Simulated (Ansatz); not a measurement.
The compound is MoBr2 (1T sheet).

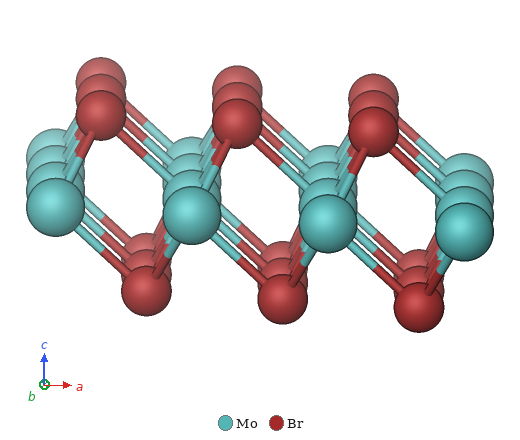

The structure (molybdenum teal, bromine red). 3×3×1 cells are drawn. Some periodic images of atoms are drawn too.

The cell holds 3 atoms: 1 Mo and 2 Br. Its edges and angles: a = 3.298 Å, b = 3.298 Å, c = 30.253 Å, α = 90.0°, β = 90.0°, γ = 120.0°. Vacuum lies along c.

```xyz
3
Lattice="0.0000 2.3324 2.3324 2.3324 -2.3324 0.0000 17.4666 17.4666 -17.4666" Properties=species:S:1:pos:R:3
Mo    5.5502    5.5502   -5.5502
Br    8.1233    5.7909   -5.7909
Br    5.3095    5.3095   -2.9772
```

The structure was relaxed with PBEsol. The structure was generated from a model, not taken from a measurement. The runs that relaxed it are not among those shown. The program's search for lower electronic states was switched off, so nothing shows that the state found is the lowest. PAW set soft_2, made with PBE.

A constrained-RPA run (Ansatz 0.2.0; non-magnetic PBEsol; Mo t2g + anion p, bands v8 to c1, 6×6×1 mesh, medium accuracy) builds 9 functions on bands 9.1 eV wide, with 16.0 electrons in the window. The bare on-site interaction is 11.6 eV and the bare J 0.44 eV.

What U and J survive the screening?

On the Mo t2g shell, U = 2.80 eV (24 % of the bare value), U′ = 2.17 eV, J = 0.29 eV.

The parent state is non-magnetic and the interaction static (zero frequency); U depends on the window and the orbitals, so it belongs to this model alone. A window that holds the anion p bands defines a model with explicit ligands; its U belongs to that model and is not the U of DFT+U.

[Paths, hosts, dates, memory and timing lines, banners, echoed tables and standing remarks are left out of the program output.]

[Logs are printed without paths, hosts, clocks, repeated set-up lines and the standing remarks that a program may print on its own settings, such as how far it seeks lower states.]

[Runs of the session that timed out or met a known fault of the program may be left out.]

[Hosts, paths, dates, database ids (printed as entryN), source tags and the programs' standing remarks are cut or masked in the printed files.]
